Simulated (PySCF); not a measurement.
# Two runs on C$_{7}$H$_{11}$BO

System: C$_{7}$H$_{11}$BO.
Method of the first run: GIAO PBE0/pcSseg-1 NMR shielding, non-relativistic, IEF-PCM tetrahydrofuran (PySCF 2.14.0).

The geometry comes from this level: PBE0-D3(BJ)/def2-SVP. Text and figures count atoms from 1; the logs count them from 0 in places.

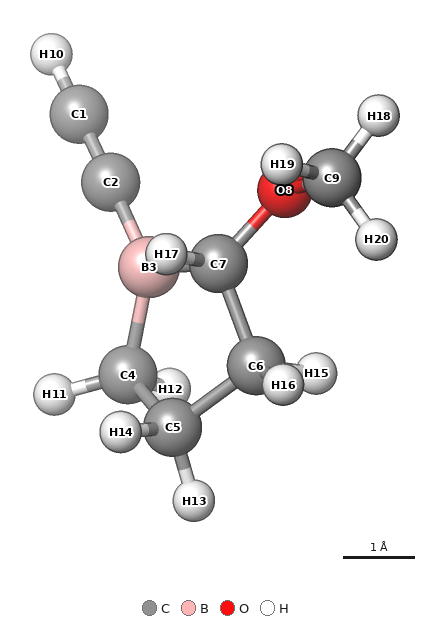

Figure 1. The structure (ball-and-stick view, seen at a tilt; atoms are numbered from 1 in the order of the input). Bond lengths as drawn: B–C 1.52 to 1.58 Å, C–C 1.22 to 1.54 Å, C–H 1.08 to 1.12 Å and C–O 1.39 Å.

### The input, the first run
```
{"job": {"kind": "nmr", "xc": "PBE0", "basis": "pcSseg-1", "solvent": "tetrahydrofuran", "pop": false}, "charge": 0, "multiplicity": 1}
C      3.058448     2.071234     0.298993
C      2.218225     1.195333     0.184031
B      1.181303     0.099157     0.032159
C      1.403326    -1.447200     0.182932
C      0.081142    -2.075433    -0.281411
C     -0.994318    -1.040935     0.051475
C     -0.346113     0.306091    -0.316855
O     -0.944275     1.460958     0.181898
C     -2.198508     1.748317    -0.354439
H      3.798524     2.844564     0.402203
H      2.318845    -1.875254    -0.252399
H      1.510949    -1.573058     1.282250
H     -0.124183    -3.058519     0.170130
H      0.111759    -2.234375    -1.373707
H     -1.204228    -1.037729     1.135999
H     -1.947144    -1.236337    -0.465467
H     -0.302710     0.342668    -1.440308
H     -2.531299     2.708529     0.064907
H     -2.161912     1.843121    -1.458598
H     -2.956292     0.980973    -0.104947
```

The first line tells a small driver script what to run in PySCF; the rest is the geometry in Å.

Launched with:
```bash
OMP_NUM_THREADS=1 python <driver script> task.json out
```

Hardware: 1 CPU thread, shared host.

### Output (the first run)
```
coarse grid: 16600 points
cycle   1  E = -372.7303908838  dE =  1.105e+00  |g| = 6.128e-01  |ddm| = 3.971e+00
cycle   2  E = -372.6901181330  dE =  4.027e-02  |g| = 7.779e-01  |ddm| = 1.279e+00
cycle   3  E = -372.8108366911  dE = -1.207e-01  |g| = 1.280e-01  |ddm| = 7.675e-01
cycle   4  E = -372.8137535645  dE = -2.917e-03  |g| = 5.839e-02  |ddm| = 1.165e-01
cycle   5  E = -372.8145115884  dE = -7.580e-04  |g| = 2.085e-02  |ddm| = 4.902e-02
cycle   6  E = -372.8146111529  dE = -9.956e-05  |g| = 4.463e-03  |ddm| = 1.773e-02
cycle   7  E = -372.8146151876  dE = -4.035e-06  |g| = 1.093e-03  |ddm| = 4.065e-03
final grid: 159968 points
cycle   8  E = -372.8783493622  dE = -4.832e-05  |g| = 1.240e-02  |ddm| = 4.200e-02
cycle   9  E = -372.8783223292  dE =  2.703e-05  |g| = 1.736e-02  |ddm| = 2.157e-02
cycle  10  E = -372.8783812282  dE = -5.890e-05  |g| = 1.369e-03  |ddm| = 1.292e-02
cycle  11  E = -372.8783816274  dE = -3.992e-07  |g| = 2.483e-04  |ddm| = 1.378e-03
cycle  12  E = -372.8783816348  dE = -7.387e-09  |g| = 1.648e-04  |ddm| = 3.137e-04
cycle  13  E = -372.8783816412  dE = -6.377e-09  |g| = 5.440e-05  |ddm| = 1.378e-04
cycle  14  E = -372.8783816419  dE = -7.037e-10  |g| = 1.213e-05  |ddm| = 4.549e-05
converged SCF energy = -372.8783816419

GIAO shielding tensors (ppm)
atom      isotropic    diamagn.    paramagn.     s11        s22        s33       span
  0 C       53.819     261.075    -207.255     -0.370     13.275    148.554    148.924
  1 C       92.293     255.281    -162.988    -16.720     -5.118    298.718    315.438
  2 B       25.707     190.062    -164.355    -47.292     12.411    112.002    159.294
  3 C      150.593     254.984    -104.391    132.840    149.891    169.048     36.208
  4 C      160.992     247.828     -86.835    142.866    165.804    174.307     31.441
  5 C      152.417     250.180     -97.763    134.388    158.539    164.325     29.937
  6 C       94.391     251.586    -157.195     64.053     80.084    139.037     74.984
  7 O      309.416     396.992     -87.576    265.469    313.884    348.896     83.427
  8 C      125.389     243.438    -118.049     90.888    103.142    182.137     91.249
  9 H       26.334      31.755      -5.421     23.298     24.047     31.658      8.360
 10 H       29.531      28.583       0.948     24.929     28.567     35.099     10.170
 11 H       30.353      29.346       1.007     25.548     29.114     36.396     10.849
 12 H       29.307      28.758       0.549     24.371     27.173     36.378     12.006
 13 H       29.899      30.162      -0.263     25.443     28.002     36.251     10.808
 14 H       30.009      31.858      -1.849     25.993     29.100     34.933      8.940
 15 H       28.768      31.189      -2.420     23.605     28.547     34.152     10.547
 16 H       28.148      31.958      -3.810     24.336     29.050     31.057      6.721
 17 H       27.543      27.652      -0.110     23.526     25.037     34.065     10.540
 18 H       28.208      28.473      -0.266     24.569     25.849     34.205      9.636
 19 H       27.755      28.998      -1.243     23.415     26.218     33.632     10.217
```

For the second run the input was changed thus:
```diff
-"solvent": "tetrahydrofuran"
-"pop": false
+"solvent": "dimethylsulfoxide"
+"pop": true
```

What does this change do to the results?

The total energy of the second run is 1.1 kcal/mol lower: the change of the electrostatic solvation energy at this fixed geometry, without cavity or dispersion terms. The dipole moment goes from 1.37 to 1.49 D. Of all shieldings, the largest change is that of O8, by +1.4 ppm. The number of SCF iterations is the same.

### Output (the second run)
```
coarse grid: 16600 points
cycle   1  E = -372.7335908727  dE =  1.102e+00  |g| = 6.089e-01  |ddm| = 3.971e+00
cycle   2  E = -372.6973434345  dE =  3.625e-02  |g| = 7.634e-01  |ddm| = 1.243e+00
cycle   3  E = -372.8130974941  dE = -1.158e-01  |g| = 1.208e-01  |ddm| = 7.424e-01
cycle   4  E = -372.8156524984  dE = -2.555e-03  |g| = 5.463e-02  |ddm| = 1.105e-01
cycle   5  E = -372.8163100844  dE = -6.576e-04  |g| = 1.988e-02  |ddm| = 4.605e-02
cycle   6  E = -372.8164011338  dE = -9.105e-05  |g| = 4.457e-03  |ddm| = 1.666e-02
cycle   7  E = -372.8164051843  dE = -4.050e-06  |g| = 1.052e-03  |ddm| = 3.929e-03
final grid: 159968 points
cycle   8  E = -372.8801283045  dE = -4.853e-05  |g| = 1.237e-02  |ddm| = 4.210e-02
cycle   9  E = -372.8801019241  dE =  2.638e-05  |g| = 1.726e-02  |ddm| = 2.136e-02
cycle  10  E = -372.8801600188  dE = -5.809e-05  |g| = 1.345e-03  |ddm| = 1.275e-02
cycle  11  E = -372.8801604028  dE = -3.841e-07  |g| = 2.365e-04  |ddm| = 1.343e-03
cycle  12  E = -372.8801604104  dE = -7.551e-09  |g| = 1.448e-04  |ddm| = 3.002e-04
cycle  13  E = -372.8801604151  dE = -4.759e-09  |g| = 5.469e-05  |ddm| = 1.264e-04
cycle  14  E = -372.8801604159  dE = -7.107e-10  |g| = 1.199e-05  |ddm| = 4.403e-05
converged SCF energy = -372.8801604159

GIAO shielding tensors (ppm)
atom      isotropic    diamagn.    paramagn.     s11        s22        s33       span
  0 C       53.457     260.798    -207.341     -1.160     12.310    149.220    150.381
  1 C       92.459     255.369    -162.910    -16.629     -4.699    298.705    315.334
  2 B       25.529     190.248    -164.719    -48.117     12.648    112.056    160.173
  3 C      150.439     255.071    -104.632    132.391    149.874    169.052     36.661
  4 C      161.089     247.853     -86.765    142.891    165.916    174.458     31.567
  5 C      152.403     250.184     -97.781    134.143    158.562    164.504     30.361
  6 C       94.346     251.758    -157.412     63.951     79.996    139.091     75.140
  7 O      310.829     397.323     -86.493    267.419    314.627    350.443     83.023
  8 C      125.451     243.474    -118.023     90.939    103.039    182.376     91.437
  9 H       26.242      31.636      -5.394     23.167     23.921     31.638      8.470
 10 H       29.518      28.578       0.941     24.908     28.559     35.089     10.181
 11 H       30.325      29.333       0.992     25.510     29.091     36.374     10.864
 12 H       29.300      28.750       0.550     24.358     27.161     36.382     12.024
 13 H       29.864      30.139      -0.275     25.403     27.958     36.231     10.829
 14 H       30.007      31.875      -1.868     25.988     29.108     34.925      8.937
 15 H       28.729      31.149      -2.420     23.561     28.497     34.129     10.568
 16 H       28.076      31.940      -3.864     24.252     28.995     30.980      6.729
 17 H       27.547      27.645      -0.097     23.521     25.032     34.090     10.569
 18 H       28.161      28.427      -0.266     24.523     25.783     34.178      9.655
 19 H       27.718      28.948      -1.230     23.369     26.180     33.606     10.237
```

### The two runs side by side

| quantity | the first run | the second run |
| --- | --- | --- |
| outcome | converged | converged |
| total energy (hartree) | −372.878382 | −372.880160 |
| HOMO (eV) | −7.27 | −7.30 |
| LUMO (eV) | −1.61 | −1.63 |
| dipole moment (D) | 1.37 | 1.49 |
| shielding of C1 (ppm) | 53.8 | 53.5 |
| shielding of C2 (ppm) | 92.3 | 92.5 |
| shielding of B3 (ppm) | 25.7 | 25.5 |
| shielding of C4 (ppm) | 150.6 | 150.4 |
| shielding of C5 (ppm) | 161.0 | 161.1 |
| shielding of O8 (ppm) | 309.4 | 310.8 |
| shielding of H10 (ppm) | 26.3 | 26.2 |
| SCF iterations | 14 | 14 |
| basis functions | 208 | 208 |
| wall time (shared host) | 37 s | 40 s |
